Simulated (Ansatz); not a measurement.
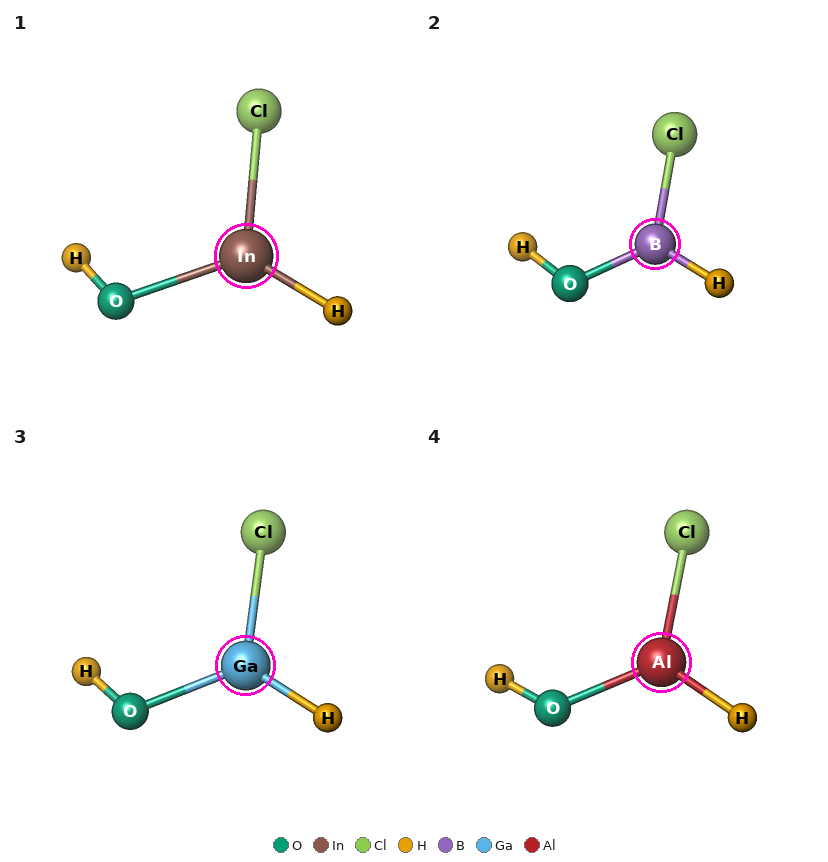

4 molecules with one skeleton, seen from the same side and at one scale; the atom that differs is circled. Charge 0, singlet. Computed geometries: PBE0-D4/def2-TZVP optimisations, one conformation each. Properties computed with Ansatz 0.2.0. Elements past Kr carry core potentials.

One atom differs, called X below: In in panel 1, B in panel 2, Ga in panel 3, Al in panel 4. Their formulas are ClH2InO (`[OH][InH][Cl]`), BClH2O (`OBCl`), ClGaH2O (`[OH][GaH][Cl]`), AlClH2O (`[OH][AlH][Cl]`).

> Rank them by the dipole moment, lowest first (PBE0-D4/def2-TZVP).

3 (Ga), 4 (Al), 2 (B), 1 (In).

> Rank them by the angle O–X–Cl, lowest first (PBE0-D4/def2-TZVP).

1 (In), 3 (Ga), 4 (Al), 2 (B).

Give the values. With PBE0-D4/def2-TZVP: length of X–Cl (Å), length of X–H (Å), length of X–O (Å), angle O–X–Cl (°), dipole moment (D), harmonic zero-point energy (kJ/mol). With PBE0-D4/def2-SVP: HOMO energy (Kohn–Sham orbital) (eV), HOMO–LUMO gap (eV).

```json
{"quantity": "length of X–Cl (Å)", "1 (In)": "2.333", "2 (B)": "1.766", "3 (Ga)": "2.145", "4 (Al)": "2.096"}
{"quantity": "length of X–H (Å)", "1 (In)": "1.688", "2 (B)": "1.189", "3 (Ga)": "1.541", "4 (Al)": "1.563"}
{"quantity": "length of X–O (Å)", "1 (In)": "1.968", "2 (B)": "1.340", "3 (Ga)": "1.772", "4 (Al)": "1.684"}
{"quantity": "angle O–X–Cl (°)", "1 (In)": "109.8", "2 (B)": "121.0", "3 (Ga)": "115.0", "4 (Al)": "119.8"}
{"quantity": "dipole moment (D)", "1 (In)": "1.40", "2 (B)": "1.13", "3 (Ga)": "0.45", "4 (Al)": "0.79"}
{"quantity": "harmonic zero-point energy (kJ/mol)", "1 (In)": "53.5", "2 (B)": "76.1", "3 (Ga)": "57.4", "4 (Al)": "58.1"}
{"quantity": "HOMO energy (Kohn–Sham orbital) (eV)", "1 (In)": "−8.43", "2 (B)": "−8.96", "3 (Ga)": "−8.78", "4 (Al)": "−8.94"}
{"quantity": "HOMO–LUMO gap (eV)", "1 (In)": "7.08", "2 (B)": "8.89", "3 (Ga)": "7.82", "4 (Al)": "8.39"}
```
